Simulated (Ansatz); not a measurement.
**One shape, several levels: SnH3Cl (SnClH3)**

Aim: a comparison of 6 runs (HF/STO-3G, UHF/STO-3G, UPBE0/STO-3G, r2SCAN0/STO-3G, BCCD(T)/STO-3G, FCI/STO-3G) of SnH3Cl (SnClH3). 

Program for the calculation: Ansatz 0.2.0.

58 further runs of the same task are left out: 6 that didn't finish, 52 set aside as unsound or not needed.

**1. The molecule**

SnH3Cl has 5 atoms, charge 0, and is taken as a singlet. SMILES: `[H][Sn]([H])([H])[Cl]`. The H5–Sn1 distance was set to 4.184 Å, away from the relaxed value. At this shape a bond of the SMILES string is far longer than usual.

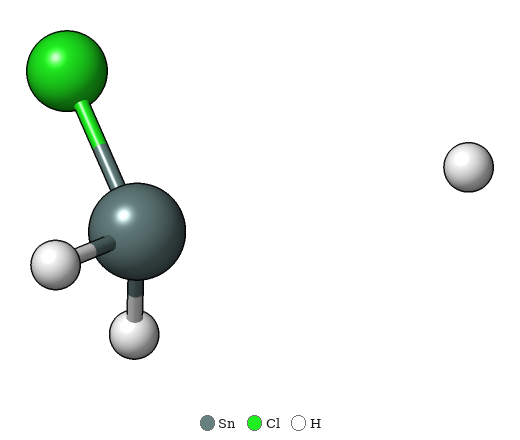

Viewed from a chosen angle; tin teal, chlorine green, hydrogen white.

**2. The energy at HF/STO-3G (run 1)**

The input, run.yaml:

```yaml
crystal:
  periodic: [false, false, false]
  atoms:
    - {symbol: Sn, position_ang: [1.192741, 2.061642, 0.653552]}
    - {symbol: Cl, position_ang: [1.204321, 2.041492, 2.934132]}
    - {symbol: H, position_ang: [2.779401, 2.071722, 0.121032]}
    - {symbol: H, position_ang: [0.389731, 3.441242, 0.149042]}
    - {symbol: H, position_ang: [-0.795190, -1.373000, -0.673310]}
basis:
  gaussian: {orbitals: STO-3G}
magnetization: {spin_polarized: false}
hamiltonian: {xc: hf}
accuracy: high
```

Launch:

```
ansatz run run.yaml --threads 1 --pin off --max-ram 2610MiB --events-out events.jsonl --progress --plain --runs-dir runs
```

Standard output:

```text
Warning: RAYON_NUM_THREADS=1 ignored (pool sized by the plan → 1); use --threads N
Functional definition: HF
  name "HF"
  exchange = exact_x
  correlation = 0
701 factors; integrals over basis functions are off by at most 4.9e-9 eV
mean field evaluation 1: about -174673.3914 eV, gradient 1.3e1 eV
mean field evaluation 2: about -174673.4016 eV, gradient 1.3e1 eV
mean field evaluation 4: about -174675.1823 eV, gradient 9.8e0 eV
mean field evaluation 8: about -174677.0407 eV, gradient 1.1e1 eV
mean field evaluation 16: about -174679.2487 eV, gradient 1.8e-8 eV
mean field -174679.24873822 eV, -6419.3439892821 hartree, gradient 4.4e-9 eV, S^2 0.000000; 1 other end points of the search recorded, 0 dependent functions left out
reference -174679.24873822 eV, -6419.3439892821 hartree; 35, 35 occupied and 4, 4 virtual orbitals, 701 factors
Total energy: -174679.24873822 eV, -6419.3439892821 hartree
```

Run time: 0.74 s. Hardware: 1 thread of Arm Neoverse V1, shared host; peak memory 0.094 GiB.

**3. The energy at UHF/STO-3G (run 2)**

The input, in.yaml:

```yaml
crystal:
  periodic: [false, false, false]
  atoms:
    - {symbol: Sn, position_ang: [1.192741, 2.061642, 0.653552]}
    - {symbol: Cl, position_ang: [1.204321, 2.041492, 2.934132]}
    - {symbol: H, position_ang: [2.779401, 2.071722, 0.121032]}
    - {symbol: H, position_ang: [0.389731, 3.441242, 0.149042]}
    - {symbol: H, position_ang: [-0.795190, -1.373000, -0.673310]}
basis:
  gaussian:
    orbitals: STO-3G
magnetization:
  spin_polarized: true
hamiltonian:
  xc: hf
accuracy: high
```

Launch:

```
ansatz run in.yaml --threads 1 --pin off --max-ram 2610MiB --events-out events.jsonl --progress --plain --runs-dir runs
```

Standard output:

```text
Warning: RAYON_NUM_THREADS=1 ignored (pool sized by the plan → 1); use --threads N
[... 4 set-up lines as earlier in the session ...]
701 factors; integrals over basis functions are off by at most 4.9e-9 eV
mean field evaluation 1: about -174673.3914 eV, gradient 8.9e0 eV
mean field evaluation 2: about -174673.4016 eV, gradient 8.9e0 eV
mean field evaluation 4: about -174675.1823 eV, gradient 6.9e0 eV
mean field evaluation 8: about -174677.0407 eV, gradient 7.8e0 eV
mean field evaluation 16: about -174683.0216 eV, gradient 7.7e0 eV
mean field evaluation 32: about -174684.7476 eV, gradient 1.6e-4 eV
mean field -174684.74760013 eV, -6419.5460687302 hartree, gradient 2.7e-8 eV, S^2 1.000849; 1 other end points of the search recorded, 0 dependent functions left out
reference -174684.74760013 eV, -6419.5460687302 hartree; 35, 35 occupied and 4, 4 virtual orbitals, 701 factors
Total energy: -174684.74760013 eV, -6419.5460687302 hartree
```

Wall time 1.5 s (1 thread of Arm Neoverse V1, shared host); peak memory 0.12 GiB.

**4. A single-point energy at UPBE0/STO-3G (run 3)**

in.yaml, as its differences from that of step 3:

```diff
@@ -1 +1,4 @@
+basis:
+  gaussian:
+    orbitals: STO-3G
 crystal:
@@ -8,9 +11,6 @@
     - {symbol: H, position_ang: [-0.795190, -1.373000, -0.673310]}
-basis:
-  gaussian:
-    orbitals: STO-3G
 magnetization:
   spin_polarized: true
+accuracy: high
 hamiltonian:
-  xc: hf
-accuracy: high
+  xc: pbe0
```

Launch:

```
ansatz run in.yaml --threads 1 --pin off --max-ram 2610MiB --events-out events.jsonl --progress --plain --runs-dir runs
```

Standard output:

```text
Warning: RAYON_NUM_THREADS=1 ignored (pool sized by the plan → 1); use --threads N
Functional definition: PBE0
  name "PBE0"
  parameter a = 0.25
  parameter kappa = 0.804
  parameter beta = 0.06672455060314922
  exchange = (1 - a)*pbe_x(kappa = kappa, mu = beta*pi^2/3) + a*exact_x
  correlation = pbe_c(beta = beta)
701 factors; integrals over basis functions are off by at most 4.9e-9 eV
mean field evaluation 1: about -174734.1592 eV, gradient 1.1e1 eV
mean field evaluation 2: about -174732.0728 eV, gradient 1.3e1 eV
mean field evaluation 4: about -174735.7314 eV, gradient 6.3e0 eV
mean field evaluation 8: about -174736.3198 eV, gradient 8.3e0 eV
mean field evaluation 16: about -174745.6276 eV, gradient 3.6e-1 eV
mean field evaluation 32: about -174745.6304 eV, gradient 6.0e-3 eV
mean field -174745.63040291 eV, -6421.7834704644 hartree, gradient 2.8e-8 eV, S^2 0.998889; 2 other end points of the search recorded, 0 dependent functions left out
reference -174745.63040466 eV, -6421.7834705287 hartree; 35, 35 occupied and 4, 4 virtual orbitals, 701 factors
Total energy: -174745.63040466 eV, -6421.7834705287 hartree
```

Wall time 6.9 s (1 thread of Arm Neoverse V1, shared host); peak memory 0.2 GiB.

Runs 4 to 5 aren't shown in full; the table further down has their settings and results.

**5. The energy at FCI/STO-3G (run 6)**

The input, in.yaml:

```yaml
crystal:
  periodic: [false, false, false]
  atoms:
    - symbol: Sn
      position_ang: [1.192741, 2.061642, 0.653552]
    - symbol: Cl
      position_ang: [1.204321, 2.041492, 2.934132]
    - symbol: H
      position_ang: [2.779401, 2.071722, 0.121032]
    - symbol: H
      position_ang: [0.389731, 3.441242, 0.149042]
    - symbol: H
      position_ang: [-0.795190, -1.373000, -0.673310]
basis:
  gaussian:
    orbitals: STO-3G
total_charge: 0
correlation:
  method: fci
  frozen_orbitals: {Cl: 5, H: 0, Sn: 18}
accuracy: high
```

Launch:

```
ansatz run in.yaml --threads 1 --pin off --max-ram 2610MiB --events-out events.jsonl --progress --plain --runs-dir runs
```

Standard output (excerpt; [...] marks lines left out):

```text
Warning: RAYON_NUM_THREADS=1 ignored (pool sized by the plan → 1); use --threads N
[... 2 set-up lines as earlier in the session ...]
[...]
701 factors; integrals over basis functions are off by at most 4.9e-9 eV
[...]
mean field -174679.24873822 eV, -6419.3439892821 hartree, gradient 4.4e-9 eV, S^2 0.000000; 1 other end points of the search recorded, 0 dependent functions left out; unrestricted orbitals would lower it
[...]
unrestricted determinant -174684.74760013 eV, -6419.5460687302 hartree, S^2 1.0008
23 core orbitals not correlated: weight in the atoms' cores, before any rotation towards them, 1.000 or more for the frozen orbitals, at most 0.000 for the correlated occupied ones
reference -174679.24873822 eV, -6419.3439892821 hartree; 12, 12 occupied and 4, 4 virtual orbitals, 701 factors
state -174685.95315406 eV, -6419.5903720198 hartree
Total energy: -174685.95315406 eV, -6419.5903720198 hartree
```

Run time: 11 s. Hardware: 1 thread of Arm Neoverse V1, shared host; peak memory 0.32 GiB.

**6. The series**

```
run           level  frozen core orbitals   energy (Eh)  wall time
  1       HF/STO-3G                     –  -6419.343989     0.74 s
  2      UHF/STO-3G                     –  -6419.546069      1.5 s
  3    UPBE0/STO-3G                     –  -6421.783471      6.9 s
  4  r2SCAN0/STO-3G                     –  -6422.402847      7.2 s
  5  BCCD(T)/STO-3G                    23  -6419.591575     0.99 s
  6      FCI/STO-3G                    23  -6419.590372       11 s
```

**7. Summary of results**

| quantity | value |
| --- | --- |
| run 6: total energy | -6419.59037 Eh |
| run 6: correlation energy (23 core orbitals frozen) | -246.4 mEh |

**Reading.** Against full CI in this basis: HF +246.4 mEh; UHF +44.3 mEh; BCCD(T) -1.2 mEh. Totals of different functionals can't be ranked against each other. In run 5 the log says that unrestricted orbitals would lower the reference, so the values rest on an unstable closed-shell determinant (other closed-shell runs at this shape may share the fault). In runs 1, 2, 3, 4, 5, 6 the basis is minimal, so the values are rough. In runs 1, 4 a closed-shell determinant meets a far-stretched bond, which it describes badly. In runs 1, 2, 3, 4, 5, 6 relativity is left out where basis or elements ask for it. Spin contamination of the reference: run 2 ⟨S²⟩ = 1.00, run 3 ⟨S²⟩ = 1.00. Where it is this large, the reference is a mixture of spin states, and values that rest on it are in doubt. All runs together took 29 s, the longest 11 s.
